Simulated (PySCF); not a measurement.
**HO− (hydroxide): MP2/6-31++G(d,p) (sfX2C, spherical functions, max memory mb 1860)**

Aim: energy and forces of HO− (hydroxide). 

The results are computed with PySCF 2.14.0.

## 1. Starting point

HO−: 2 atoms, total charge -1, spin state singlet. SMILES: `[OH-]`. Geometry: embedded from SMILES.

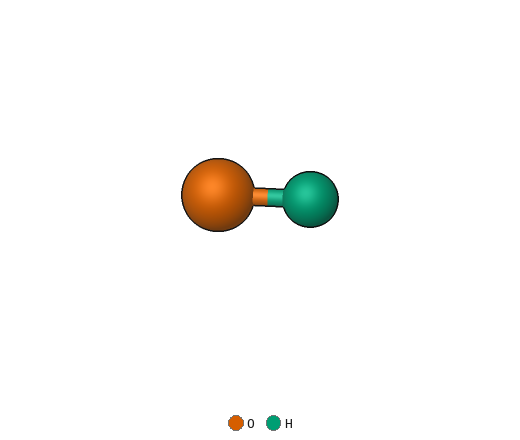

Viewed from a chosen angle; oxygen orange, hydrogen teal.

## 2. Energy and gradient at MP2/6-31++G(d,p) (sfX2C, spherical functions, max memory mb 1860)

File run.py:

```python
from pyscf import gto, mp
from rdkit import Chem
from rdkit.Chem import AllChem

rd = Chem.AddHs(Chem.MolFromSmiles('[OH-]'))
AllChem.EmbedMolecule(rd, randomSeed=424)
if AllChem.MMFFOptimizeMolecule(rd) < 0:
    AllChem.UFFOptimizeMolecule(rd)
xyz = rd.GetConformer().GetPositions()
geom = [(a.GetSymbol(), tuple(x)) for a, x in zip(rd.GetAtoms(), xyz)]
for s, x in geom:
    print('%-2s %12.6f %12.6f %12.6f' % (s, *x))

mol = gto.M(
    atom=geom,
    verbose=4,
    spin=0,
    max_memory=1860,
    basis='6-31++g**',
    charge=-1,
)

myscf = mol.RHF()
myscf = myscf.sfx2c1e()
myscf.diis_space = 2
myscf.conv_tol = 1e-05
myscf.kernel()

pt = mp.MP2(myscf, frozen=1).run()
e_final = pt.e_tot
print('E(%s) = %.9f' % ('MP2', e_final))
grad = pt.nuc_grad_method().kernel()
```

Run with:

```console
OMP_NUM_THREADS=1 python run.py
```

The log of the run:

```text
O      0.488904     0.000000     0.000000
H     -0.488904     0.000000     0.000000

PySCF version 2.14.0

[INPUT] num. atoms = 2
[INPUT] num. electrons = 10
[INPUT] charge = -1
[INPUT] spin (= nelec alpha-beta = 2S) = 0
[INPUT] symmetry False subgroup None
[INPUT] Mole.unit = angstrom
[INPUT] Symbol           X                Y                Z      unit          X                Y                Z       unit  Magmom
[INPUT]  1 O      0.488903867892   0.000000000000   0.000000000000 AA    0.923894411557   0.000000000000   0.000000000000 Bohr   0.0
[INPUT]  2 H     -0.488903867892   0.000000000000   0.000000000000 AA   -0.923894411557   0.000000000000   0.000000000000 Bohr   0.0

nuclear repulsion = 4.32949907474782
number of shells = 12
number of NR pGTOs = 39
number of NR cGTOs = 24
basis = 6-31++g**
ecp = {}

******** <class 'pyscf.x2c.sfx2c1e.sfX2C1eRHF'> ********
method = sfX2C1eRHF
initial guess = minao
damping factor = 0
level_shift factor = 0
DIIS = <class 'pyscf.scf.diis.CDIIS'>
diis_start_cycle = 1
diis_space = 2
diis_damp = 0
SCF conv_tol = 1e-05
SCF conv_tol_grad = None
SCF max_cycles = 50
direct_scf = True
direct_scf_tol = 1e-13

******** <class 'pyscf.x2c.sfx2c1e.SpinFreeX2CHelper'> ********
approx = 1e
xuncontract = 1
Set gradient conv threshold to 0.00316228
Initial guess from minao.
init E= -75.0674346520583
  HOMO = -0.429632966654461  LUMO = 0.0387336909533067  gap/eV = 12.74491
cycle= 1 E= -75.303784739529  delta_E= -0.236  |g|= 0.746  |ddm|= 0.958
  HOMO = 0.0900160016687118  LUMO = 0.221577660795837  gap/eV = 3.57998
cycle= 2 E= -75.3360495274223  delta_E= -0.0323  |g|= 0.697  |ddm|= 1.09
  HOMO = -0.0987278028965493  LUMO = 0.220395234705581  gap/eV = 8.68378
cycle= 3 E= -75.4315755035209  delta_E= -0.0955  |g|= 0.0184  |ddm|= 0.451
  HOMO = -0.102261990728221  LUMO = 0.222069323563066  gap/eV = 8.82550
cycle= 4 E= -75.4316956173648  delta_E= -0.00012  |g|= 0.00703  |ddm|= 0.0308
  HOMO = -0.106000900223439  LUMO = 0.221954372696299  gap/eV = 8.92412
cycle= 5 E= -75.4317053280802  delta_E= -9.71e-06  |g|= 0.00407  |ddm|= 0.00869
  HOMO = -0.104643063380266  LUMO = 0.222005950041739  gap/eV = 8.88857
cycle= 6 E= -75.4317088338808  delta_E= -3.51e-06  |g|= 0.00144  |ddm|= 0.00405
  HOMO = -0.105332383230449  LUMO = 0.222021863464366  gap/eV = 8.90776
Extra cycle  E= -75.4317092507387  delta_E= -4.17e-07  |g|= 0.000972  |ddm|= 0.00168
converged SCF energy = -75.4317092507387

******** <class 'pyscf.mp.mp2.RMP2'> ********
nocc = 4, nmo = 23
frozen orbitals 1
E(RMP2) = -75.649084439508  E_corr = -0.217375188769305
E(SCS-RMP2) = -75.6418873718098  E_corr = -0.210178121071095
E_corr(same-spin) = -0.0584678139831576
E_corr(oppo-spin) = -0.158907374786147
E(MP2) = -75.649084440
--------------- RMP2 gradients ---------------
         x                y                z
0 O     0.0062447094    -0.0000000000     0.0000000000
1 H    -0.0062447094     0.0000000000    -0.0000000000
----------------------------------------------
```

Run time: 1.1 s. Hardware: 1 thread of Arm Neoverse V1, shared host; peak memory 0.17 GiB.

## 3. What came out

Level: MP2/6-31++G** (sfX2C, spherical functions, max memory mb 1860), 1 core orbital frozen.

| quantity | value |
| --- | --- |
| total energy | -75.64908 Eh |
| HOMO energy (Hartree–Fock orbitals) | -2.87 eV |
| LUMO energy (Hartree–Fock orbitals) | 6.04 eV |
| HOMO–LUMO gap (Hartree–Fock orbitals) | 8.91 eV |
| correlation energy (1 core orbital frozen) | -217.4 mEh |
| largest force on an atom | 0.321 eV/Å |

What this shows: The largest force is 0.32 eV/Å: the shape isn't a stationary point for this species at this level.
